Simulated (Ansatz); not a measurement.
**doublet CH3NOSSi+ at 6 levels**

Aim: a comparison of 6 runs (UHF/STO-3G, UHF/def2-SVP, UBLYP/def2-SVP, UPBE/def2-SVP, UPBE0/def2-SVP, UCCSD/def2-SVP) of doublet CH3NOSSi+. 

Program for the calculation: Ansatz 0.2.0.

93 further runs of the same task are left out: 93 set aside as unsound or not needed. Runs told in other sessions of the task aren't counted.

**1. The system as given**

The species is CH3NOSSi+ (8 atoms), meant as a doublet with charge +1. SMILES of the parent species: `[H]/N=C1/S[SiH]1O`. Geometry: relaxed at PBE0-D4/def2-TZVP. This is one conformer, not always the lowest. That shape belongs to the parent species and isn't relaxed for this state.

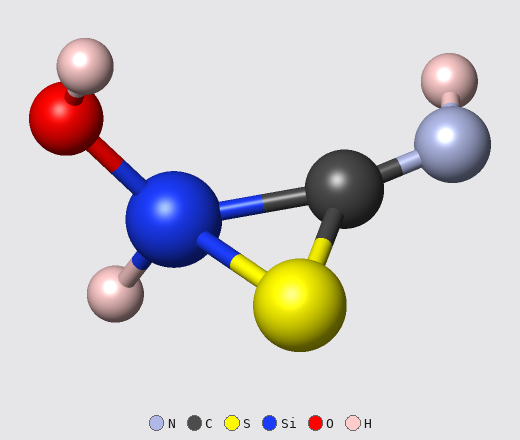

The structure, seen from a chosen angle (nitrogen light blue, carbon dark grey, sulfur yellow, silicon blue, oxygen red, hydrogen pink).

**2. The energy at UHF/STO-3G (run 1)**

The input, run.yaml:

```yaml
crystal:
  periodic: [false, false, false]
  atoms:
    - {symbol: N, position_ang: [0.190900, 1.673800, 1.393300]}
    - {symbol: C, position_ang: [0.219800, 0.565600, 0.811600]}
    - {symbol: S, position_ang: [-0.007900, -1.092800, 1.554500]}
    - {symbol: Si, position_ang: [0.323000, -0.715300, -0.484600]}
    - {symbol: O, position_ang: [-0.831600, -0.972800, -1.603400]}
    - {symbol: H, position_ang: [0.347300, 2.431900, 0.729100]}
    - {symbol: H, position_ang: [1.597600, -1.091500, -1.118200]}
    - {symbol: H, position_ang: [-1.746800, -0.856000, -1.337900]}
basis:
  gaussian: {orbitals: STO-3G}
total_charge: 1
magnetization: {spin_polarized: true, initial_magnetization: 1}
hamiltonian: {xc: hf}
accuracy: high
output: {orbitals: {seedname: orbitals}}
```

The run is started by

```bash
$ ansatz run run.yaml --threads 1 --pin off --max-ram 2610MiB --events-out events.jsonl --progress --plain --runs-dir runs
```

Log:

```text
Warning: RAYON_NUM_THREADS=1 ignored (pool sized by the plan → 1); use --threads N
Functional definition: HF
  name "HF"
  exchange = exact_x
  correlation = 0
749 factors; integrals over basis functions are off by at most 2.8e-8 eV
mean field evaluation 1: about -22994.6949 eV, gradient 2.7e1 eV
mean field evaluation 2: about -22994.7983 eV, gradient 2.7e1 eV
mean field evaluation 4: about -22999.8470 eV, gradient 2.5e0 eV
mean field evaluation 8: about -23000.0156 eV, gradient 7.5e-1 eV
mean field evaluation 16: about -23000.2155 eV, gradient 4.8e-2 eV
mean field evaluation 32: about -23000.5054 eV, gradient 1.6e0 eV
mean field evaluation 64: about -23000.5973 eV, gradient 1.0e0 eV
mean field evaluation 96: about -23000.1845 eV, gradient 4.3e-1 eV
mean field evaluation 128: about -23000.7491 eV, gradient 1.1e0 eV
mean field evaluation 160: about -23000.8643 eV, gradient 6.0e-1 eV
mean field evaluation 192: about -22999.7631 eV, gradient 4.1e-1 eV
mean field -23000.91778399 eV, -845.2681379795 hartree, gradient 1.4e-8 eV, S^2 1.034347; 6 other end points of the search recorded, 0 dependent functions left out
reference -23000.91778399 eV, -845.2681379795 hartree; 27, 26 occupied and 9, 10 virtual orbitals, 749 factors
Total energy: -23000.91778399 eV, -845.2681379795 hartree
```

Wall time 2.4 s (1 thread of Arm Neoverse V2, shared host); peak memory 0.11 GiB.

**3. The energy at UHF/def2-SVP (run 2)**

The input, molecule.yaml:

```yaml
crystal:
  periodic: [false, false, false]
  atoms:
    - {symbol: "N", position_ang: [0.190900, 1.673800, 1.393300]}
    - {symbol: C, position_ang: [0.219800, 0.565600, 0.811600]}
    - {symbol: S, position_ang: [-0.007900, -1.092800, 1.554500]}
    - {symbol: Si, position_ang: [0.323000, -0.715300, -0.484600]}
    - {symbol: O, position_ang: [-0.831600, -0.972800, -1.603400]}
    - {symbol: H, position_ang: [0.347300, 2.431900, 0.729100]}
    - {symbol: H, position_ang: [1.597600, -1.091500, -1.118200]}
    - {symbol: H, position_ang: [-1.746800, -0.856000, -1.337900]}
basis:
  gaussian: {orbitals: def2-SVP}
output: {orbitals: {seedname: orbitals}}
hamiltonian: {xc: hf}
magnetization: {spin_polarized: true, initial_magnetization: 1}
accuracy: high
total_charge: 1
```

The run is started by

```bash
$ ansatz run molecule.yaml --threads 1 --pin off --max-ram 2610MiB --events-out events.jsonl --progress --plain --runs-dir runs
```

Log, cut to the lines that bear on the results:

```text
Warning: RAYON_NUM_THREADS=1 ignored (pool sized by the plan → 1); use --threads N
Functional definition: HF
  name "HF"
[...]
2022 factors; integrals over basis functions are off by at most 5.1e-8 eV
[...]
mean field -23258.64014571 eV, -854.7392600825 hartree, gradient 2.1e-8 eV, S^2 0.979274; 3 other end points of the search recorded, 0 dependent functions left out
reference -23258.64014571 eV, -854.7392600825 hartree; 27, 26 occupied and 66, 67 virtual orbitals, 2022 factors
Total energy: -23258.64014571 eV, -854.7392600825 hartree
```

Wall time 22 s (1 thread of Arm Neoverse V2, shared host); peak memory 0.37 GiB.

Run 3 isn't shown in full; the table further down has it.

**4. A single-point energy at UPBE/def2-SVP (run 4)**

Changes to run.yaml since step 2:

```diff
@@ -12,6 +12,6 @@
 basis:
-  gaussian: {orbitals: STO-3G}
+  gaussian: {orbitals: def2-SVP}
 total_charge: 1
 magnetization: {spin_polarized: true, initial_magnetization: 1}
-hamiltonian: {xc: hf}
+hamiltonian: {xc: pbe}
 accuracy: high
```

The run is started by

```bash
$ ansatz run run.yaml --threads 1 --pin off --max-ram 2610MiB --events-out events.jsonl --progress --plain --runs-dir runs
```

Log:

```text
Warning: RAYON_NUM_THREADS=1 ignored (pool sized by the plan → 1); use --threads N
Functional definition: PBE
  name "PBE"
  parameter kappa = 0.804
  parameter beta = 0.06672455060314922
  exchange = pbe_x(kappa = kappa, mu = beta*pi^2/3)
  correlation = pbe_c(beta = beta)
2022 factors; integrals over basis functions are off by at most 5.1e-8 eV
mean field evaluation 1: about -23276.7333 eV, gradient 7.7e1 eV
mean field evaluation 2: about -23050.4139 eV, gradient 2.0e2 eV
mean field evaluation 4: about -23290.4123 eV, gradient 5.5e1 eV
mean field evaluation 8: about -23304.3090 eV, gradient 9.0e-1 eV
mean field evaluation 16: about -23304.3070 eV, gradient 1.3e-3 eV
mean field evaluation 32: about -23300.8193 eV, gradient 1.6e1 eV
mean field -23304.30704424 eV, -856.4174876493 hartree, gradient 6.0e-8 eV, S^2 0.752813; 4 other end points of the search recorded, 0 dependent functions left out
reference -23304.30704732 eV, -856.4174877624 hartree; 27, 26 occupied and 66, 67 virtual orbitals, 2022 factors
Total energy: -23304.30704732 eV, -856.4174877624 hartree
```

Run time: 15 s. Hardware: 1 thread of Arm Neoverse V2, shared host; peak memory 0.3 GiB.

Run 5 isn't shown in full; the table further down has it.

**5. The energy at UCCSD/def2-SVP (run 6)**

The input, in.yaml:

```yaml
crystal:
  periodic: [false, false, false]
  atoms:
    - {symbol: "N", position_ang: [0.190900, 1.673800, 1.393300]}
    - {symbol: C, position_ang: [0.219800, 0.565600, 0.811600]}
    - {symbol: S, position_ang: [-0.007900, -1.092800, 1.554500]}
    - {symbol: Si, position_ang: [0.323000, -0.715300, -0.484600]}
    - {symbol: O, position_ang: [-0.831600, -0.972800, -1.603400]}
    - {symbol: H, position_ang: [0.347300, 2.431900, 0.729100]}
    - {symbol: H, position_ang: [1.597600, -1.091500, -1.118200]}
    - {symbol: H, position_ang: [-1.746800, -0.856000, -1.337900]}
basis:
  gaussian:
    orbitals: def2-SVP
total_charge: 1
magnetization:
  spin_polarized: true
  initial_magnetization: 1
correlation:
  method: ccsd
  frozen_orbitals: {C: 1, H: 0, "N": 1, O: 1, S: 5, Si: 5}
accuracy: high
scf:
  omitted_lower_state_checks: [cluster_reference, increment]
```

The run is started by

```bash
$ ansatz run in.yaml --threads 1 --pin off --max-ram 2610MiB --events-out events.jsonl --progress --plain --runs-dir runs
```

Log:

```text
Warning: RAYON_NUM_THREADS=1 ignored (pool sized by the plan → 1); use --threads N
[... 14 lines left out ...]
13 core orbitals not correlated: weight in the atoms' cores, before any rotation towards them, 1.000 or more for the frozen orbitals, at most 0.000 for the correlated occupied ones
[... 53 lines left out ...]
Total energy: -23277.61602452 eV, -855.4366107661 hartree
Checks for a lower state left out: cluster_reference, increment
```

It took 3.2 min on 1 thread of Arm Neoverse V2, shared host; peak memory 1 GiB.

**6. The series**

| run | level | frozen core orbitals | energy (Eh) | HOMO energy (eV) | LUMO energy (eV) | ⟨S²⟩ | wall time |
| --- | --- | --- | --- | --- | --- | --- | --- |
| 1 | UHF/STO-3G | – | -845.268138 | -13.73 | -3.45 | 1.034 | 2.4 s |
| 2 | UHF/def2-SVP | – | -854.739260 | -16.34 | -7.05 | 0.979 | 22 s |
| 3 | UBLYP/def2-SVP | – | -856.880201 | -12.26 | -11.71 | 0.753 | 15 s |
| 4 | UPBE/def2-SVP | – | -856.417488 | -12.50 | -11.89 | 0.753 | 15 s |
| 5 | UPBE0/def2-SVP | – | -856.463319 | -13.73 | -11.19 | 0.759 | 38 s |
| 6 | UCCSD/def2-SVP | 13 | -855.436611 | – | – | 0.979 | 3.2 min |

**7. Outcome**

| quantity | value |
| --- | --- |
| run 6: total energy | -855.43661 Eh |
| run 6: correlation energy (13 core orbitals frozen) | -697.4 mEh |
| run 6: ⟨S²⟩ of the reference determinant | 0.979 |
| run 6: T1 diagnostic | 0.047 |

**Reading.** Totals of different functionals can't be ranked against each other. In run 1 the basis is minimal, so the values are rough. Spin contamination of the reference: run 1 ⟨S²⟩ = 1.03, run 2 ⟨S²⟩ = 0.98, run 6 ⟨S²⟩ = 0.98. All runs together took 4.7 min, the longest 3.2 min.
